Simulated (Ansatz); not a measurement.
BClFH2NOSi (SMILES N[Si]1(Cl)OB1F)

Input

```
crystal:
  periodic: [false, false, false]
  atoms:
    - { symbol: "N", position_ang: [-0.622, -1.42, 0.5164] }
    - { symbol: Si, position_ang: [0.5434, -0.0708, 0.3987] }
    - { symbol: Cl, position_ang: [2.4823, -0.5836, 0.8782] }
    - { symbol: O, position_ang: [0.6177, 0.5432, -1.1665] }
    - { symbol: B, position_ang: [0.0407, 1.6779, -0.4293] }
    - { symbol: F, position_ang: [-0.9521, 2.7437, -0.2836] }
    - { symbol: H, position_ang: [-1.08966, -1.25459, 1.48171] }
    - { symbol: H, position_ang: [-0.05857, -2.26321, 0.62209] }
basis:
  gaussian: { orbitals: def2-SVP }
hamiltonian:
  xc: pbe0
  dispersion: d4
relax:
  f_tol: 0.015
  max_steps: 40
output:
  orbitals: {}
```

Run with:

```sh
ansatz run input.yaml --threads 2 --pin off --max-ram 3072MiB --backend cpu --events-out ev --progress --plain --runs-dir out
```

The fields are those of the relaxed geometry.

Computed with Ansatz, RKS PBE0-D4/def2-SVP.

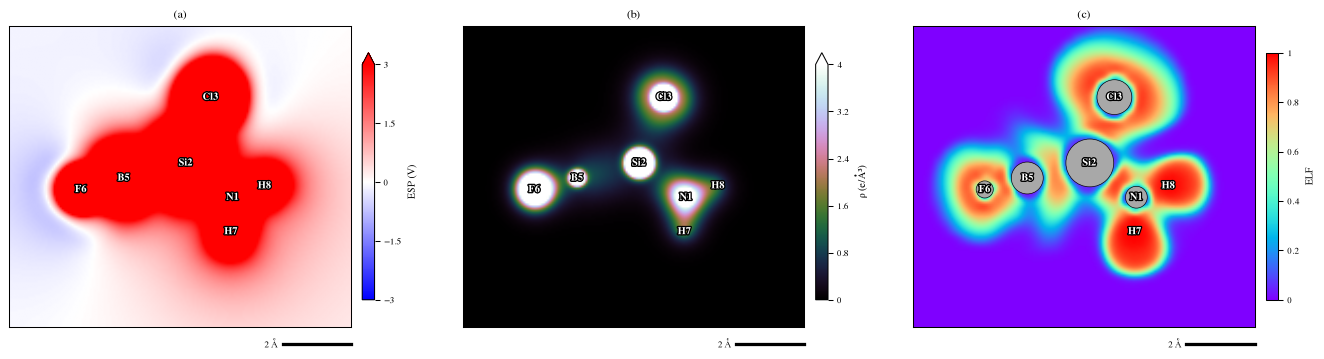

Figure 1. (a) molecular electrostatic potential; (b) electron density; (c) ELF on the plane of atoms N1, Si2 and Cl3. Grey discs cover the atomic cores in the ELF map.

Describe what can be read from this map.

Answer. The section cuts through N, Si, Cl, B, F and H sites.
B–F (1.31 Å): the density is about 2.2 e/Å³ at the midpoint; the ELF peaks at about 0.85 between the atoms (a shared but strongly polarised pair).
Si–N (1.69 Å): ρ is about 1.1 e/Å³ halfway; the ELF peaks at about 0.90 between the atoms: a shared but strongly polarised pair.
Si–B (1.89 Å): the density is about 0.74 e/Å³ at the midpoint; the ELF peaks at about 0.70 between the atoms.
Si–Cl (2.05 Å): the density is about 0.87 e/Å³ at the midpoint; the ELF peaks at about 0.90 between the atoms (a polar covalent bond).
N–H (1.01 Å): ρ is about 2.8 e/Å³ halfway; the ELF climbs to about 1 towards the hydrogen, as it does in any bond to H (an ordinary covalent bond to hydrogen).
The ELF also peaks beside F6 and Cl3, away from the bonds: lone-pair regions.
Outside the dense part of the molecule the potential is most negative (−0.7 V) near F6.

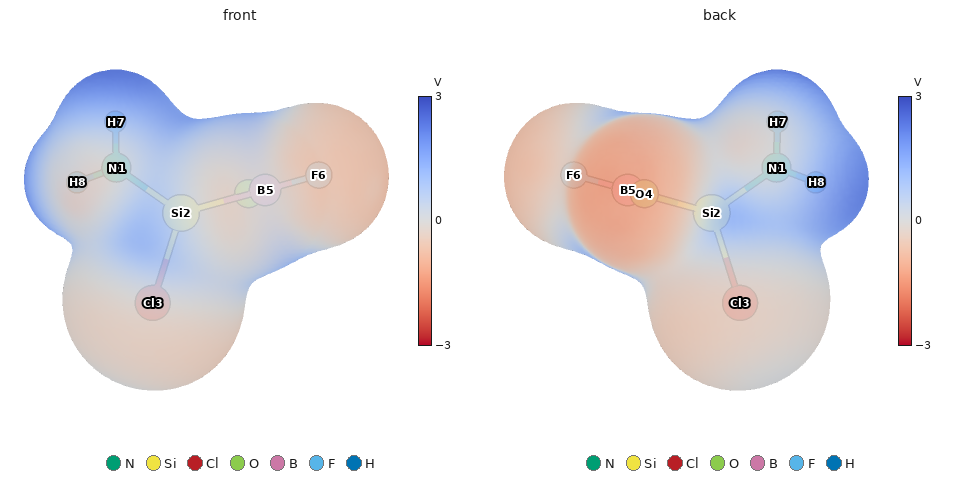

Figure 2. The molecular electrostatic potential painted on the density surface at 0.002 e/bohr³, seen from the front and from behind; red is negative and blue positive.

Where is the surface potential most negative and most positive?

Answer. The most negative region (about −1.3 V) lies over O4, the most positive (about +2.2 V) over H7. O4 is the likeliest acceptor of a hydrogen bond.

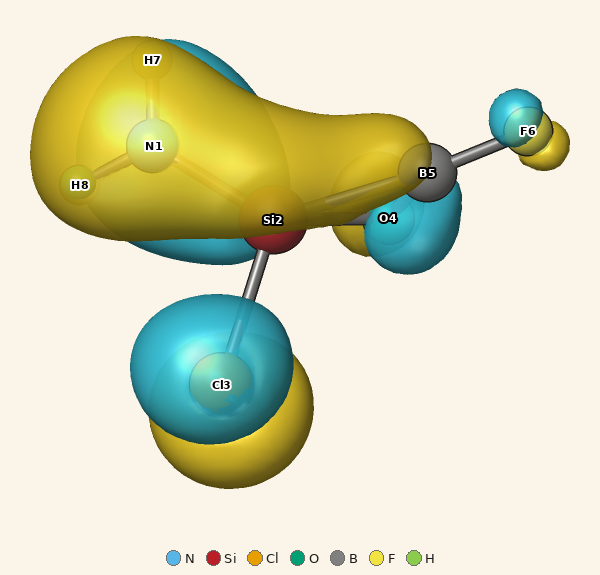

Figure 3. The HOMO−1 at ±0.08 Å⁻³ᐟ² (yellow and cyan are the two phases), seen at a tilt.

What is the character of this orbital?

Answer. Its weight (Hirshfeld) is mainly on N1 (about 55 %), Cl3 (about 15 %) and Si2 (about 15 %). Its energy is −8.57 eV.

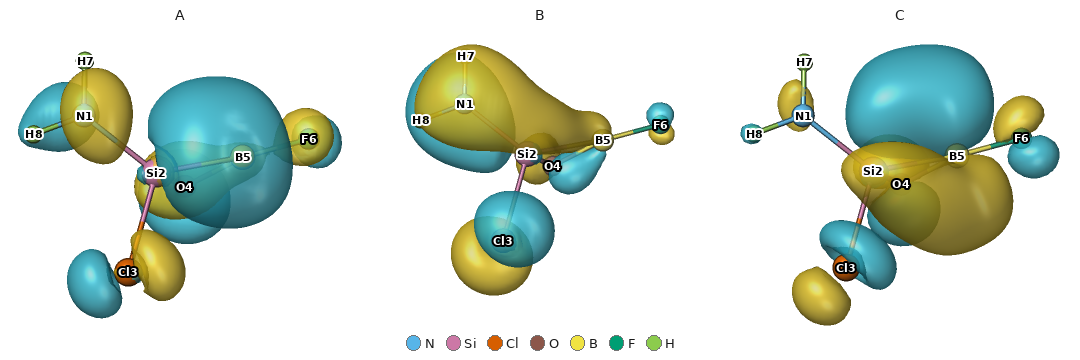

Figure 4. Three frontier orbitals at ±0.1 Å⁻³ᐟ² (yellow and cyan are the two phases), in no order.

Order the three orbitals by energy and name them.

Answer. B is the HOMO−1 (−8.57 eV). By Hirshfeld shares it lies mainly on N1 (about 55 %), Cl3 (about 15 %) and Si2 (about 15 %). A is the HOMO (−7.27 eV). Its weight (Hirshfeld) is mainly on Si2 (about 25 %), O4 (about 25 %), B5 (about 25 %), N1 (about 10 %) and Cl3 (about 5 %). C is the LUMO (−0.35 eV). By Hirshfeld shares it lies mainly on B5 (about 35 %), Si2 (about 30 %), O4 (about 20 %), Cl3 (about 10 %) and F6 (about 5 %).

What is the HOMO–LUMO gap?

Answer. 6.92 eV between the orbital energies.
